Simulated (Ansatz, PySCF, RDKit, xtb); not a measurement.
# SiPTe: a search for the lowest isomer

Task: start from the formula SiPTe (odd number of electrons), draw up candidate structures, narrow them down in stages, and characterise the one that lies lowest at 298.15 K.

The funnel: GFN2-xTB relaxations, single points with a density functional, relaxations at B3LYP-D3(BJ)/def2-SVP, harmonic vibrations, and a last energy at a higher level. All values are calculated.

7 further runs of the same task are left out: 2 that didn't finish, 5 set aside as unsound or not needed.

### 1 Possible bonding patterns

All bonding patterns within simple valence rules are listed by program: one Lewis structure each, at most two rings and one unusual centre or charged pair. O–O, O–halogen and N–halogen bonds and N–N–N chains are not drawn. That gives 4 candidates.

```csv
label,SMILES,spin
c028,[Si]#[Te]#P,doublet
c139,[Si]1=P[Te]1,doublet
c731,[Si]#P=[Te],doublet
c822,P#[Si][Te],doublet
```

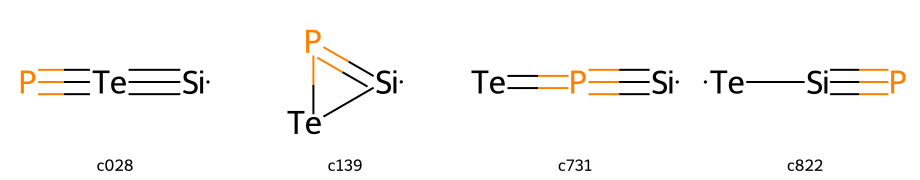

Structural formulas of the candidates.

Candidates are built by distance geometry, with a force field where one applies, in up to four conformers (letters a to d). 2 starts with atoms placed at random are added, to find patterns that the rules miss.

### 2 First filter: tight binding

All 10 starts are relaxed the same way. One of them, c731b (enumerated, embedded by distance geometry and UFF), in full:

Contents of start.xyz:

```xyz
3
c731b
P     -1.620603    -1.212589    -1.759964
Si    -1.461301     0.364253    -0.564361
Te    -1.514722    -2.964162    -3.427096
```

Launch:

```sh
$ xtb start.xyz --gfn 2 --opt --uhf 1
```

Standard output, shortened:

```text
* xtb version 6.7.1
[...]
          :  # basis functions                  30          :
[...]
          :  # electrons                        15          :
[...]
          :  Hamiltonian                  GFN2-xTB          :
[...]
          :  net charge                          0          :
          :  unpaired electrons                  1          :
[...]
   *** convergence criteria satisfied after 22 iterations ***
[...]
   *** GEOMETRY OPTIMIZATION CONVERGED AFTER 17 ITERATIONS ***
[...]
   *** convergence criteria satisfied after 3 iterations ***
[...]
         ::                     SUMMARY                     ::
         :::::::::::::::::::::::::::::::::::::::::::::::::::::
         :: total energy              -7.300000898164 Eh    ::
         :: gradient norm              0.000586351389 Eh/a0 ::
         :: HOMO-LUMO gap              1.205617131996 eV    ::
         ::.................................................::
         :: SCC energy                -7.319251062742 Eh    ::
         :: -> isotropic ES            0.009113082045 Eh    ::
         :: -> anisotropic ES         -0.004520080457 Eh    ::
         :: -> anisotropic XC         -0.004539872137 Eh    ::
         :: -> dispersion             -0.003320294852 Eh    ::
         :: repulsion energy           0.019250164578 Eh    ::
         :: add. restraining           0.000000000000 Eh    ::
         :: total charge               0.000000000000 e     ::
         :::::::::::::::::::::::::::::::::::::::::::::::::::::
[...]
         8        1.0000           -0.3095593              -8.4235 (HOMO)
         9                         -0.2652536              -7.2179 (LUMO)
[...]
     #   Z          covCN         q      C6AA      α(0)
     1  15 P        1.890    -0.396   200.635    26.759
     2  14 Si       1.819     0.391   184.618    28.875
     3  52 Te       1.842     0.005   421.114    37.930
[...]
     #   Z sym  total        # sym  WBO       # sym  WBO       # sym  WBO
 ---------------------------------------------------------------------------
     1  15 P    3.027 --     2 Si   1.605     3 Te   1.423
     2  14 Si   2.650 --     1 P    1.605     3 Te   1.045
     3  52 Te   2.468 --     1 P    1.423     2 Si   1.045
 ---------------------------------------------------------------------------
[...]
molecular dipole:
                 x           y           z       tot (Debye)
 q only:        1.071       1.187      -0.240
   full:        0.719       0.885      -0.083       2.906
molecular quadrupole (traceless):
[...]
          | TOTAL ENERGY               -7.300000898164 Eh   |
          | GRADIENT NORM               0.000586351389 Eh/α |
          | HOMO-LUMO GAP               1.205617131996 eV   |
           -------------------------------------------------
[...]
```

Run time: 0.24 s. Hardware: 1 thread of AMD EPYC (Zen 3), shared host.

### 3 Distinct minima at GFN2-xTB

10 of the 10 relaxations converged; 8 ended on a minimum already found. 2 distinct structures remain:

```csv
label,start,SMILES after,spin,energy (kcal/mol),note
c028a,drawn and random,[Si]1=P[Te]1,doublet,0.0,bonds changed
c822b,drawn,P#[Si][Te],doublet,10.5,
```

GFN2-xTB has no spin polarisation, so it can't rank spin states and is rough for open shells.

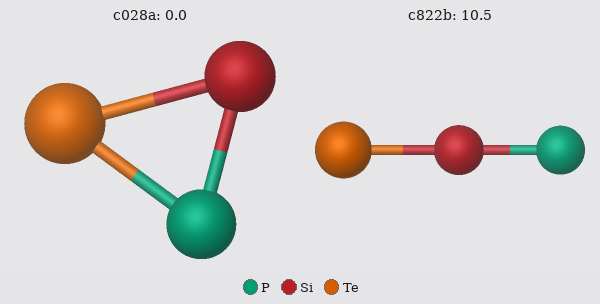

The 2 lowest minima that did not fall apart, with their GFN2-xTB energies in kcal/mol.

### 4 Screening with a density functional

A choice of the minima (the low ones first, few conformers of a pattern, up to a cap) and the lowest that fell apart get a single point at r2SCAN-D4/def2-SVP on the tight-binding geometry, and one at HF/STO-3G for comparison. The first, c028a:

Contents of input.yaml:

```yaml
crystal:
  periodic: [false, false, false]
  atoms:
    - symbol: P
      position_ang: [-1.726493, -1.722782, -3.146753]
    - symbol: Si
      position_ang: [-1.501095, -0.024405, -1.800395]
    - symbol: Te
      position_ang: [-1.721809, -2.426301, -0.811310]
basis:
  gaussian:
    orbitals: def2-SVP
magnetization:
  spin_polarized: true
  initial_magnetization: 1
scf:
  lower_state_search: "off"
hamiltonian:
  xc: {name: r2SCAN}
  dispersion: d4
output:
  orbitals: {seedname: orbitals}
```

Launch:

```sh
$ ansatz run input.yaml --threads 1 --pin off --max-ram 2610MiB --events-out events.jsonl --progress --plain --runs-dir runs
```

Standard output, shortened:

```text
Warning: RAYON_NUM_THREADS=1 ignored (pool sized by the plan → 1); use --threads N
Functional definition: r2SCAN
  name "r2SCAN"
[...]
723 factors; their error is unknown
[...]
mean field -24455.28667319 eV, -898.7152088509 hartree, gradient 3.8e-6 eV, S^2 0.760060; 0 other end points of the search recorded, 0 dependent functions left out
reference -24455.28668178 eV, -898.7152091666 hartree; 27, 26 occupied and 35, 36 virtual orbitals, 723 factors
Total energy: -24455.31378547 eV, -898.7162052091 hartree
Checks for a lower state left out: stability, starts, cluster_reference, orbital_swaps, neighbouring_geometries, increment
```

Wall time 7.2 s (1 thread of AMD EPYC (Zen 3), shared host).

Relative energies in kcal/mol, each column from its lowest structure that stays in one piece:

```csv
label,SMILES,spin,GFN2-xTB,HF/STO-3G,r2SCAN-D4/def2-SVP
c028a,[Si]1=P[Te]1,doublet,0.0,0.0,0.0
c822b,P#[Si][Te],doublet,10.5,24.8,15.8
```

### 5 Refinement at B3LYP-D3(BJ)/def2-SVP

2 candidates are relaxed at B3LYP-D3(BJ)/def2-SVP (chosen among the lowest in one piece). The first, c028a:

Contents of input.yaml:

```yaml
crystal:
  periodic: [false, false, false]
  atoms:
    - {symbol: P, position_ang: [-1.726493, -1.722782, -3.146753]}
    - {symbol: Si, position_ang: [-1.501095, -0.024405, -1.800395]}
    - {symbol: Te, position_ang: [-1.721809, -2.426301, -0.811310]}
basis:
  gaussian:
    orbitals: def2-SVP
hamiltonian:
  xc: {name: B3LYP}
  dispersion: d3bj
magnetization:
  spin_polarized: true
  initial_magnetization: 1
relax:
  f_tol: 0.003
```

Launch:

```sh
$ ansatz run input.yaml --threads 1 --pin off --max-ram 2610MiB --events-out events.jsonl --progress --plain --runs-dir runs
```

Standard output, shortened:

```text
Warning: RAYON_NUM_THREADS=1 ignored (pool sized by the plan → 1); use --threads N
[...]
Functional definition: B3LYP
  name "B3LYP"
[...]
724 factors; integrals over basis functions are off by at most 3.7e-4 eV
[...]
mean field -24457.05450380 eV, -898.7801754275 hartree, gradient 5.5e-5 eV, S^2 0.758461; 0 other end points of the search recorded, 0 dependent functions left out
[...]
reference -24457.05469807 eV, -898.7801825671 hartree; 27, 26 occupied and 35, 36 virtual orbitals, 724 factors
relax step   1: F+E_penalty+E_count = -24457.35345778 eV  Δ(F+E_penalty+E_count) = +0.000e0 eV  max|allowed force component| = 7.008e-1 eV/Å  Δτ_max = 0.0000 Å  (31 SCF iters, accepted)
[...]
relax step   4: F+E_penalty+E_count = -24457.37292329 eV  Δ(F+E_penalty+E_count) = -6.485e-6 eV  max|allowed force component| = 3.553e-3 eV/Å  Δτ_max = 0.0005 Å  (24 SCF iters, accepted)
[...]
relax step   5: F+E_penalty+E_count = -24457.37292388 eV  Δ(F+E_penalty+E_count) = -5.915e-7 eV  max|allowed force component| = 3.365e-4 eV/Å  Δτ_max = 0.0002 Å  (25 SCF iters, accepted)
724 factors; integrals over basis functions are off by at most 3.9e-4 eV
[...]
mean field -24457.07421432 eV, -898.7808997759 hartree, gradient 1.4e-5 eV, S^2 0.761198; 1 other end points of the search recorded, 0 dependent functions left out
[...]
reference -24457.07440864 eV, -898.7809069171 hartree; 27, 26 occupied and 35, 36 virtual orbitals, 724 factors
Total energy: -24457.37311820 eV, -898.7918842909 hartree
Atom 0 at    -1.727708    -1.722150    -3.184581 Å, force    -0.000046    -0.000337    -0.000295 eV/Å
Atom 1 at    -1.502200    -0.040165    -1.783772 Å, force     0.000043     0.000313     0.000294 eV/Å
Atom 2 at    -1.719489    -2.411173    -0.790105 Å, force     0.000002     0.000023     0.000001 eV/Å
Dipole moment:     0.010639     0.062162     0.119769 e Å
```

It took 48 s on 1 thread of AMD EPYC (Zen 3), shared host; peak memory 0.19 GiB.

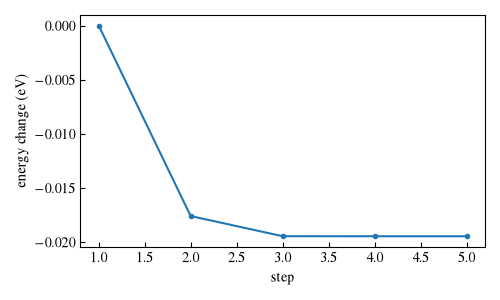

Energy along the run, all evaluated steps.

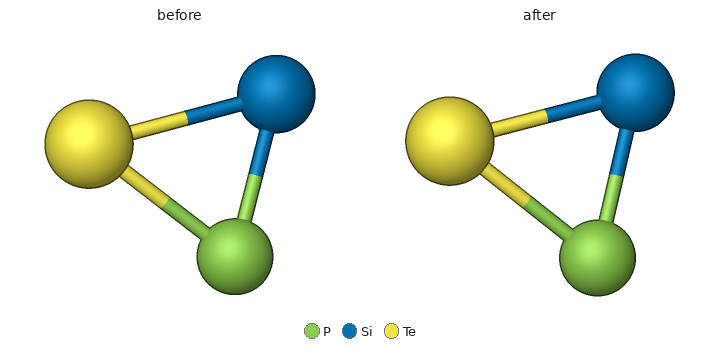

Before and after, at one scale.

After the run. Bond lengths: P1–Si2 2.200 Å, P1–Te3 2.492 Å, Si2–Te3 2.580 Å. Angles: P1–Si2–Te3 62.2°, Si2–P1–Te3 66.4°, P1–Te3–Si2 51.4°.

### 6 After refinement

```csv
label,spin,r2SCAN-D4/def2-SVP (kcal/mol),"B3LYP-D3(BJ)/def2-SVP, relaxed (kcal/mol)",time
c028a,doublet,0.0,0.0,48 s
c822b,doublet,15.8,18.3,5.2 min
```

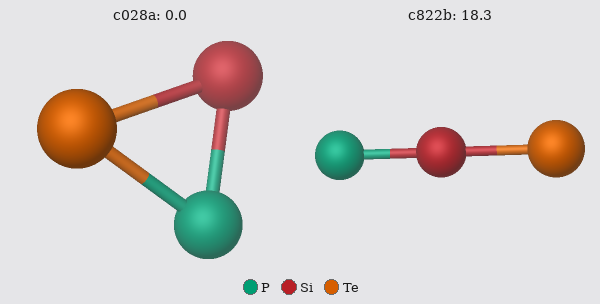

The relaxed structures, with energies at B3LYP-D3(BJ)/def2-SVP in kcal/mol.

### 7 Vibrations and thermal terms

The lowest few in one piece go on as finalists. Harmonic vibrations at B3LYP-D3(BJ)/def2-SVP test each finalist and give the zero-point energy and the thermal terms. The first, c028a:

Contents of input.yaml:

```yaml
crystal:
  periodic: [false, false, false]
  atoms:
    - {symbol: P, position_ang: [-1.727708, -1.722150, -3.184581]}
    - {symbol: Si, position_ang: [-1.502200, -0.040165, -1.783772]}
    - {symbol: Te, position_ang: [-1.719489, -2.411173, -0.790105]}
basis:
  gaussian:
    orbitals: def2-SVP
hamiltonian:
  xc: {name: B3LYP}
  dispersion: d3bj
phonons: {}
scf:
  lower_state_search: off
magnetization:
  spin_polarized: true
  initial_magnetization: 1
```

Launch:

```sh
$ ansatz run input.yaml --threads 1 --pin off --max-ram 2610MiB --events-out events.jsonl --progress --plain --runs-dir runs
```

Standard output, shortened:

```text
Warning: RAYON_NUM_THREADS=1 ignored (pool sized by the plan → 1); use --threads N
[... 2 set-up lines as earlier in the session ...]
[...]
725 factors; integrals over basis functions are off by at most 3.9e-4 eV
[...]
mean field -24457.07421359 eV, -898.7808997492 hartree, gradient 5.2e-6 eV, S^2 0.761198; 0 other end points of the search recorded, 0 dependent functions left out
[...]
reference -24457.07440851 eV, -898.7809069124 hartree; 27, 26 occupied and 35, 36 virtual orbitals, 725 factors
[...]
725 factors; integrals over basis functions are off by at most 3.9e-4 eV
mean field -24457.07418481 eV, -898.7808986915 hartree, gradient 1.5e-6 eV, S^2 0.761147; 0 other end points of the search recorded, 0 dependent functions left out
[...]
reference -24457.07437974 eV, -898.7809058549 hartree; 27, 26 occupied and 35, 36 virtual orbitals, 725 factors
[...]
725 factors; integrals over basis functions are off by at most 3.9e-4 eV
[...]
reference -24457.07440706 eV, -898.7809068589 hartree; 27, 26 occupied and 35, 36 virtual orbitals, 725 factors
[...]
725 factors; integrals over basis functions are off by at most 3.9e-4 eV
mean field -24457.07418200 eV, -898.7808985883 hartree, gradient 1.3e-6 eV, S^2 0.761168; 0 other end points of the search recorded, 0 dependent functions left out
[...]
reference -24457.07437690 eV, -898.7809057508 hartree; 27, 26 occupied and 35, 36 virtual orbitals, 725 factors
Total energy: -24457.37311807 eV, -898.7918842863 hartree
Atom 0 at    -1.727708    -1.722150    -3.184581 Å, force    -0.000049    -0.000358    -0.000319 eV/Å
Atom 1 at    -1.502200    -0.040165    -1.783772 Å, force     0.000044     0.000312     0.000323 eV/Å
Atom 2 at    -1.719489    -2.411173    -0.790105 Å, force     0.000005     0.000046    -0.000004 eV/Å
Dipole moment:     0.010639     0.062160     0.119769 e Å
Vibrations: 253.24 323.06 507.01 cm⁻¹, zero-point energy 0.067157 eV
Checks for a lower state left out: stability, starts, cluster_reference, orbital_swaps, neighbouring_geometries, increment
```

Run time: 62 s. Hardware: 1 thread of AMD EPYC (Zen 3), shared host; peak memory 0.15 GiB.

### 8 Thermal terms of the finalists

At 298.15 K and 1 atm, ideal gas, rigid rotor and harmonic oscillator:

```csv
label,SMILES,spin,point group,lowest mode (cm⁻¹),zero-point (kcal/mol),G − E (kcal/mol)
c028a,[Si]1=P[Te]1,doublet,Cs,253,1.5,-17.3
c822b,P#[Si][Te],doublet,C∞v,101,1.7,-16.1
```

### 9 Energies at the top level

Single points at CCSD(T)/def2-SVP on the refined geometries decide the order.

c028a, CCSD(T)/def2-SVP:

input.yaml: that of step 7 with these lines changed.

```diff
@@ -9,8 +9,2 @@
     orbitals: def2-SVP
-hamiltonian:
-  xc: {name: B3LYP}
-  dispersion: d3bj
-phonons: {}
-scf:
-  lower_state_search: off
 magnetization:
@@ -18 +12,6 @@
   initial_magnetization: 1
+correlation:
+  method: ccsd_t
+  frozen_orbitals: {Te: 4, P: 5, Si: 5}
+scf:
+  omitted_lower_state_checks: [cluster_reference]
```

Launch:

```sh
$ ansatz run input.yaml --threads 1 --pin off --max-ram 2610MiB --events-out events.jsonl --progress --plain --runs-dir runs
```

Standard output, shortened:

```text
Warning: RAYON_NUM_THREADS=1 ignored (pool sized by the plan → 1); use --threads N
Functional definition: HF
  name "HF"
[...]
657 factors; integrals over basis functions are off by at most 1.1e-3 eV
[...]
mean field -24393.89838752 eV, -896.4592309632 hartree, gradient 3.6e-6 eV, S^2 0.847784; 3 other end points of the search recorded, 0 dependent functions left out
14 core orbitals not correlated: weight in the atoms' cores, before any rotation towards them, 1.000 or more for the frozen orbitals, at most 0.000 for the correlated occupied ones
reference -24393.89838752 eV, -896.4592309632 hartree; 13, 12 occupied and 35, 36 virtual orbitals, 657 factors
second order -7.96548139 eV of doubles, -0.00000000 eV of singles
cycle   1  -8.28752612 eV  change   -3.2e-1 eV  update   1.1e-1
[...]
cycle  12  -8.74097588 eV  change    2.0e-5 eV  update   2.7e-5
perturbative correction -0.47854963 eV, -0.0175863745 hartree
Total energy: -24403.11791304 eV, -896.7980422767 hartree
Checks for a lower state left out: cluster_reference
```

Run time: 12 s. Hardware: 1 thread of AMD EPYC (Zen 3), shared host; peak memory 0.21 GiB.

### 10 c028a at MP2/def2-TZVPP

Contents of input.yaml:

```yaml
crystal:
  periodic: [false, false, false]
  atoms:
    - symbol: P
      position_ang: [-1.727708, -1.722150, -3.184581]
    - symbol: Si
      position_ang: [-1.502200, -0.040165, -1.783772]
    - symbol: Te
      position_ang: [-1.719489, -2.411173, -0.790105]
basis:
  gaussian:
    orbitals: def2-TZVPP
magnetization:
  spin_polarized: true
  initial_magnetization: 1
correlation:
  method: mp2
  frozen_orbitals: {Te: 4, P: 5, Si: 5}
```

Launch:

```sh
$ ansatz run input.yaml --threads 1 --pin off --max-ram 2610MiB --events-out events.jsonl --progress --plain --runs-dir runs
```

Standard output, shortened:

```text
Warning: RAYON_NUM_THREADS=1 ignored (pool sized by the plan → 1); use --threads N
[... 2 set-up lines as earlier in the session ...]
[...]
982 factors; integrals over basis functions are off by at most 8.4e-4 eV
[...]
mean field -24400.19683995 eV, -896.6906948207 hartree, gradient 4.0e-6 eV, S^2 0.853148; 8 other end points of the search recorded, 0 dependent functions left out
14 core orbitals not correlated: weight in the atoms' cores, before any rotation towards them, 1.000 or more for the frozen orbitals, at most 0.000 for the correlated occupied ones
reference -24400.19683995 eV, -896.6906948207 hartree; 13, 12 occupied and 107, 108 virtual orbitals, 982 factors
second order -18.63645897 eV of doubles, -0.00000000 eV of singles
Total energy: -24418.83329892 eV, -897.3755720557 hartree
```

Run time: 44 s. Hardware: 1 thread of AMD EPYC (Zen 3), shared host; peak memory 0.33 GiB.

### 11 c822b at CCSD(T)/def2-SVP

Contents of input.yaml:

```yaml
crystal:
  periodic: [false, false, false]
  atoms:
    - {symbol: P, position_ang: [0.000000, 0.000000, -2.133106]}
    - {symbol: Si, position_ang: [0.000000, 0.000000, -0.090422]}
    - {symbol: Te, position_ang: [0.000000, 0.000000, 2.223528]}
basis:
  gaussian:
    orbitals: def2-SVP
magnetization:
  spin_polarized: true
  initial_magnetization: 1
correlation:
  method: ccsd_t
  frozen_orbitals: {Te: 4, P: 5, Si: 5}
scf:
  omitted_lower_state_checks: [cluster_reference]
```

Launch:

```sh
$ ansatz run input.yaml --threads 1 --pin off --max-ram 2610MiB --events-out events.jsonl --progress --plain --runs-dir runs
```

Standard output, shortened:

```text
Warning: RAYON_NUM_THREADS=1 ignored (pool sized by the plan → 1); use --threads N
[... 2 set-up lines as earlier in the session ...]
[...]
657 factors; integrals over basis functions are off by at most 9.5e-4 eV
[...]
mean field -24393.28373444 eV, -896.4366428791 hartree, gradient 5.3e-6 eV, S^2 1.138855; 7 other end points of the search recorded, 0 dependent functions left out
14 core orbitals not correlated: weight in the atoms' cores, before any rotation towards them, 1.000 or more for the frozen orbitals, at most 0.000 for the correlated occupied ones
reference -24393.28373444 eV, -896.4366428791 hartree; 13, 12 occupied and 35, 36 virtual orbitals, 657 factors
second order -7.55659959 eV of doubles, -0.00000000 eV of singles
cycle   1  -8.00367680 eV  change   -4.5e-1 eV  update   1.2e-1
[...]
cycle  14  -8.59430322 eV  change    1.0e-5 eV  update   2.3e-5
perturbative correction -0.48612511 eV, -0.0178647685 hartree
Total energy: -24402.36416277 eV, -896.7703424654 hartree
Checks for a lower state left out: cluster_reference
```

Wall time 17 s (1 thread of AMD EPYC (Zen 3), shared host); peak memory 0.23 GiB.

The reference is strongly spin-contaminated for c822b (⟨S²⟩ 1.14), so the correlated energies there are unreliable.

### 12 Free energies and the winner

Energies in kcal/mol from c028a; G adds the thermal terms to the CCSD(T)/def2-SVP energy. The columns left of the relaxed level are at the tight-binding geometries.

```csv
label,SMILES,spin,GFN2-xTB,HF/STO-3G,r2SCAN-D4/def2-SVP,B3LYP-D3(BJ)/def2-SVP,HF/def2-SVP,MP2/def2-SVP,CCSD(T)/def2-SVP,G,share at equilibrium,T1
c028a,[Si]1=P[Te]1,doublet,0.0,0.0,0.0,0.0,0.0,0.0,0.0,0.0,100.0 %,0.025
c822b,P#[Si][Te],doublet,10.5,24.8,15.8,18.3,14.2,23.6,17.4,18.6,< 0.1 %,0.040
```

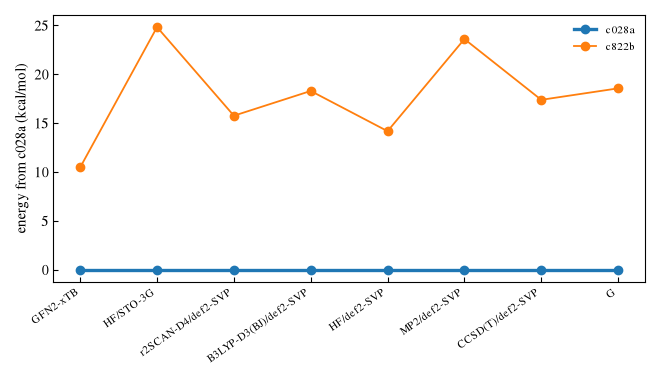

The finalists at each level, measured from c028a.

Lowest found: c028a, `[Si]1=P[Te]1`, a doublet of point group Cs. Bond lengths: P1–Si2 2.200 Å, P1–Te3 2.492 Å, Si2–Te3 2.580 Å. Angles: P1–Si2–Te3 62.2°, Si2–P1–Te3 66.4°, P1–Te3–Si2 51.4°.

```xyz
3

P    -1.7277   -1.7222   -3.1846
Si   -1.5022   -0.0402   -1.7838
Te   -1.7195   -2.4112   -0.7901
```

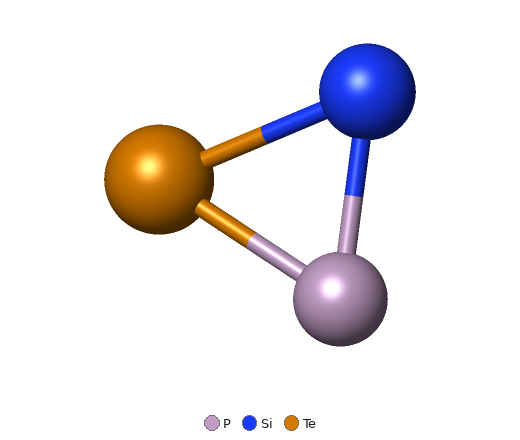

The lowest structure found, seen from a chosen angle (phosphorus pink, silicon blue, tellurium orange).

### 13 Density, orbitals and dipole (PBE0/def2-TZVPD)

Contents of input.yaml:

```yaml
crystal:
  periodic: [false, false, false]
  atoms:
    - {symbol: P, position_ang: [-1.727708, -1.722150, -3.184581]}
    - {symbol: Si, position_ang: [-1.502200, -0.040165, -1.783772]}
    - {symbol: Te, position_ang: [-1.719489, -2.411173, -0.790105]}
basis:
  gaussian: {orbitals: def2-TZVPD}
output: {forces: true, orbitals: {seedname: orbitals}}
magnetization: {spin_polarized: true, initial_magnetization: 1}
hamiltonian: {xc: {name: PBE0}}
```

Launch:

```sh
$ ansatz run input.yaml --threads 1 --pin off --max-ram 2610MiB --events-out events.jsonl --progress --plain --runs-dir runs
```

Standard output, shortened:

```text
Warning: RAYON_NUM_THREADS=1 ignored (pool sized by the plan → 1); use --threads N
Functional definition: PBE0
  name "PBE0"
[...]
1065 factors; their error is unknown
[...]
mean field -24453.60605558 eV, -898.6534472930 hartree, gradient 1.2e-5 eV, S^2 0.767965; 1 other end points of the search recorded, 0 dependent functions left out
[...]
reference -24453.60608169 eV, -898.6534482526 hartree; 27, 26 occupied and 118, 119 virtual orbitals, 1065 factors
Total energy: -24453.60608169 eV, -898.6534482526 hartree
Atom 0 at    -1.727708    -1.722150    -3.184581 Å, force     0.034622     0.079618     0.772930 eV/Å
Atom 1 at    -1.502200    -0.040165    -1.783772 Å, force    -0.065584    -0.602843    -0.052376 eV/Å
Atom 2 at    -1.719489    -2.411173    -0.790105 Å, force     0.030962     0.523225    -0.720553 eV/Å
Dipole moment:     0.010566     0.059254     0.126719 e Å
```

It took 31 s on 1 thread of AMD EPYC (Zen 3), shared host; peak memory 0.4 GiB.

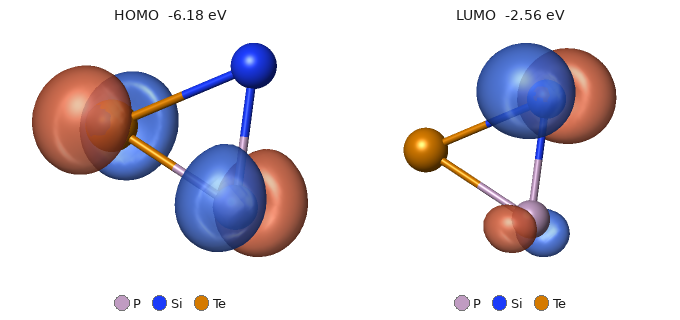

Frontier orbitals of this run (spin up), surfaces at ±0.2 Å^-3/2.

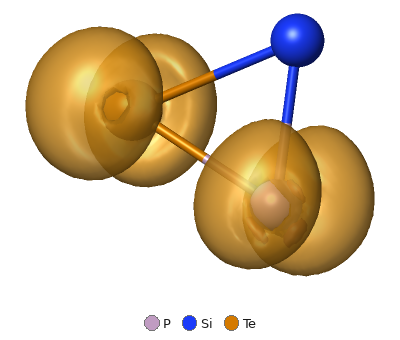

Spin density, surfaces at ±0.03 e/Å³.

[end of part 1 of 2]
